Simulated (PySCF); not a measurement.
B(H)3(MeCN), C2H6BN, singlet at its PBE0/def2-SVP optimised geometry (Å):

```
10

B      0.3443    -2.0631     0.0000
H     -0.1302    -2.5463    -1.0194
H      1.5681    -2.0631     0.0000
H     -0.1302    -2.5464     1.0194
C     -0.7870     1.9084    -0.0005
C     -0.3903     0.5167    -0.0002
N     -0.0750    -0.5900     0.0000
H     -1.5681     2.0770    -0.7562
H      0.0781     2.5464    -0.2333
H     -1.1805     2.1878     0.9878
```

Computed with PBE0/def2-TZVP run with PySCF. Cells within 0.4 Å of a nucleus heavier than hydrogen are left out (blank, or x).

Map of the electron localisation function on the plane z = 0.0 Å:

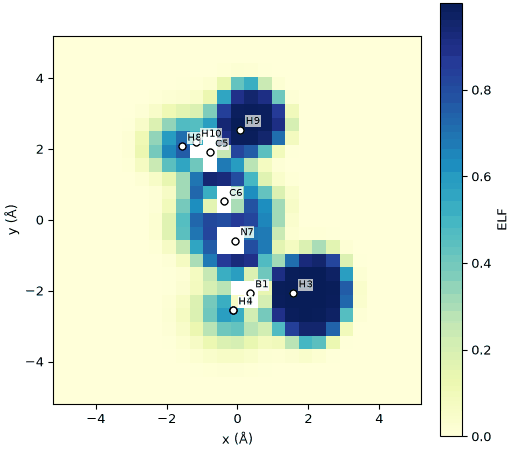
Electron localisation function on the plane z = 0.0 Å.
